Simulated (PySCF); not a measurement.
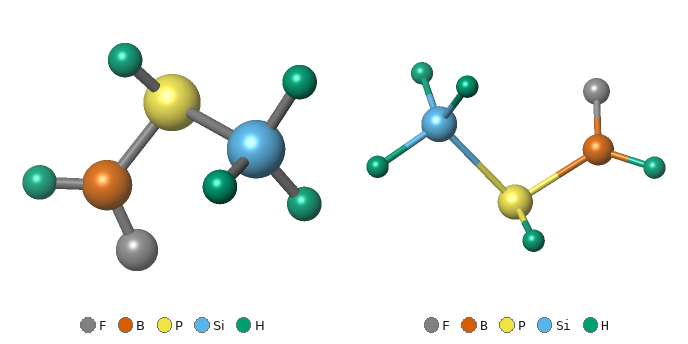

Both panels show the same species.

The computed structure is the end point of a GFN2-xTB optimisation. No frequency run is at hand to confirm it as a minimum.

Give the formula.

BFH5PSi, 9 atoms: 1 boron, 1 fluorine, 5 hydrogen, 1 phosphorus and 1 silicon.

Count the bonded pairs by element.

3 Si–H, 1 B–F, 1 B–P, 1 P–Si, 1 B–H, 1 P–H.

Describe its rings.

It has no ring.

Give the symmetry (Schoenflies symbol).

C1.

More results for the same structure follow; atom numbers are the same in all pictures, views and colours differ.

**Electronic properties**

No frequency run is at hand to confirm it as a minimum. Properties computed with PBE0/def2-SVPD, gas phase (PySCF 2.14.0). Excitations: vertical, linear response.

Estimate the HOMO energy (Kohn–Sham orbital).

−7.51 eV.

Estimate the dipole moment.

1.35 D.

Estimate the HOMO–LUMO gap.

6.20 eV.

Estimate the mean static polarisability.

70.0 bohr³.

**NMR shielding**

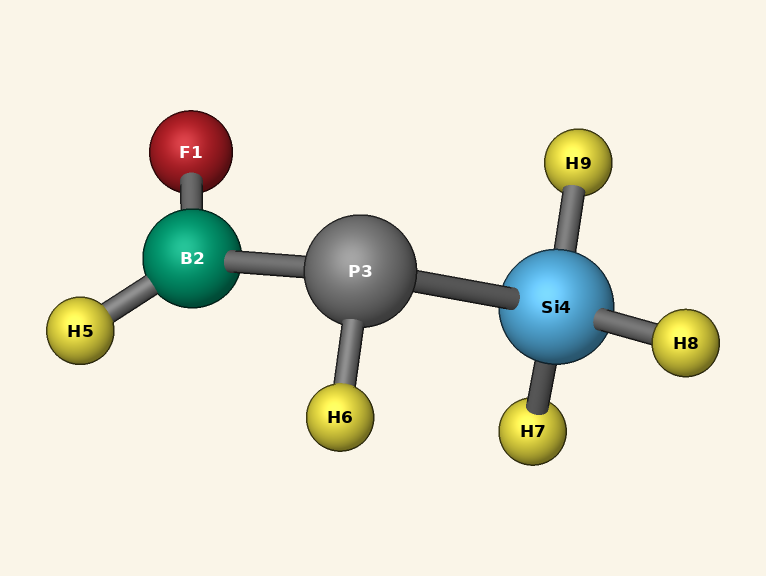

No frequency run is at hand to confirm it as a minimum. Properties computed with GIAO PBE0/pcSseg-1 NMR shielding, non-relativistic, gas phase (PySCF 2.14.0). Principal shieldings σ11 ≤ σ22 ≤ σ33, span Ω = σ33 − σ11, skew κ = 3(σiso − σ22)/Ω.

Give the shielding tensors of the P atoms.

| atom | σ11 | σ22 | σ33 | σiso | Ω | κ |
| --- | --- | --- | --- | --- | --- | --- |
| P3 | 489.1 | 533.2 | 669.7 | 564.0 | 180.6 | 0.51 |

Shieldings and span in ppm.

**Bond orders**

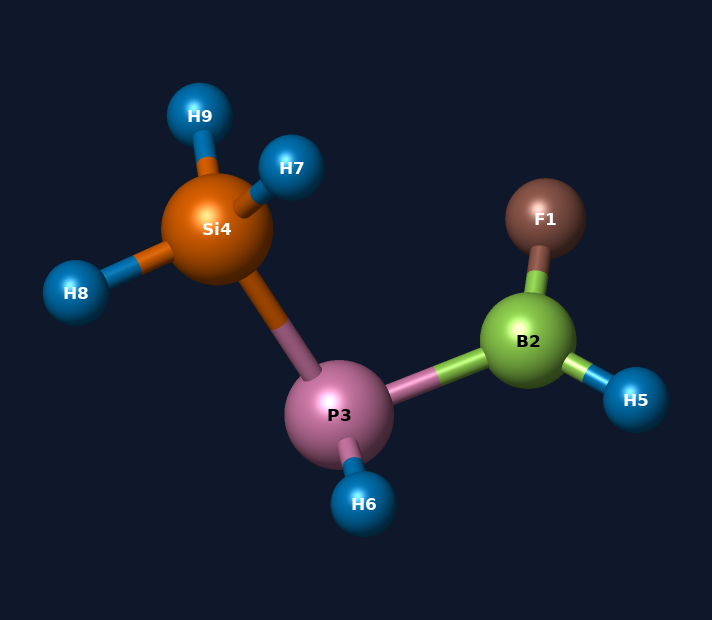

Every bond is drawn as one stick. No frequency run is at hand to confirm it as a minimum. Method: PBE0/pcSseg-1 (PySCF 2.14.0).

List the Mayer bond orders of F1–B2, B2–P3, B2–H5, P3–Si4, P3–H6, Si4–H7, Si4–H8, Si4–H9.

```
  bond  Mayer order  length (Å)
 F1–B2         1.11       1.323
 B2–P3         1.10       1.858
 B2–H5         0.94       1.174
P3–Si4         0.94       2.233
 P3–H6         0.92       1.377
Si4–H7         0.92       1.468
Si4–H8         0.94       1.462
Si4–H9         0.94       1.461
```

The geometry is semi-empirical. Around B, P, Si such bond lengths and angles can be off by a tenth of an ångström or more and by several degrees, and values that hang on the shape move with them.
